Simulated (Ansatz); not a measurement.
## Fields on a plane of HfO2 (fluorite)

```
CELL_PARAMETERS angstrom
      0.00000     2.52227     2.52227
      2.52227     0.00000     2.52227
      2.52227     2.52227     0.00000
ATOMIC_POSITIONS crystal
  Hf 0.00000 0.00000 0.00000
  O  0.25000 0.25000 0.25000
  O  0.75000 0.75000 0.75000
```

The slice is a {100} plane (indices of the conventional cell) through the point (0.250, 0.250, 0.250) (fractional), spanned by u = [100] and v = [0 1 -1] in vectors of this cell: u (3.57 Å) and v (3.57 Å, at 90° to u). It covers one period; positions are fractions (u, v).

Atoms on it: O at (0.00, 0.00); O at (0.50, 0.50).

The numbers are results of PBEsol (plane waves to 420 eV, PAW, scalar-relativistic; Ansatz, a quantum-chemistry and plane-wave program), not measurements. k mesh 11×11×11. These are valence fields of a PAW run, semicore shells included where kept as valence: close to a nucleus they are smooth pseudo fields. HfO2 is run without spin polarisation. HfO2 was relaxed with its symmetry unable to fall. Spin-orbit coupling is left out, though Hf is heavy. The PAW data are Ansatz's earlier set. This is a high-temperature form of HfO2.

```
|xxxxxxxxx654321000123456xxxxxxxx|
|xxxxxxxx76653211011235667xxxxxxx|
|xxxxxxxx77654322122345677xxxxxxx|
|xxxxxxxx88765433333456788xxxxxxx|
|xxxxxxx8888765544455678898xxxxxx|
|xxxxxx899988766656667889998xxxxx|
|xxxxx89999988776667788999998xxxx|
|xx6789999999876xxx6789999999876x|
|667788999998xxxxxxxxx89999988776|
|56667889998xxxxxxxxxxx8999887666|
|4455678888xxxxxxxxxxxxx898876554|
|333456788xxxxxxxxxxxxxxx88765433|
|122345677xxxxxxxxxxxxxxx77654322|
|011235667xxxxxxxxxxxxxxx76653211|
|00123456xxxxxxxxxxxxxxxxx6543210|
|00013456xxxxxxxxxxxxxxxxx6543100|
|00123456xxxxxxxxxxxxxxxxx6543210|
|011235667xxxxxxxxxxxxxxx76653211|
|122345677xxxxxxxxxxxxxxx77654322|
|333456788xxxxxxxxxxxxxxx88765433|
|4455678888xxxxxxxxxxxxx898876554|
|56667889998xxxxxxxxxxx8999887666|
|667788999998xxxxxxxxx89999988776|
|xx6789999999876xxx6789999999876x|
|xxxxx89999988776667788999998xxxx|
|xxxxxx899988766656667889998xxxxx|
|xxxxxxx8888765544455678898xxxxxx|
|xxxxxxxx88765433333456788xxxxxxx|
|xxxxxxxx77654322122345677xxxxxxx|
|xxxxxxxx76653211011235667xxxxxxx|
|xxxxxxxxx654321000123456xxxxxxxx|
|xxxxxxxxx654310000013456xxxxxxxx|
```
Scale: ten equal steps from 2.16 (start of '0') to 8.84 (end of '9'), in the order '0123456789'. Values: electrostatic potential energy of an electron, from the cell's mean, in eV. The map has 32 points along u (one character each, u = 0 at the left) and 32 along v (v = 0 in the bottom row). Points within 0.9 Å of a nucleus are blanked (x), as the pseudised field means little there. The zero, the cell's mean, hangs on the PAW cores.

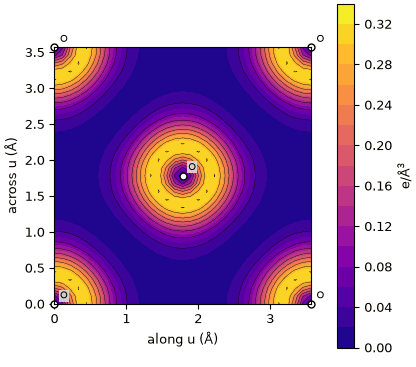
Figure: Density of the highest valence band (whole band, smooth part) in e/Å³, one period of the plane, atoms marked.
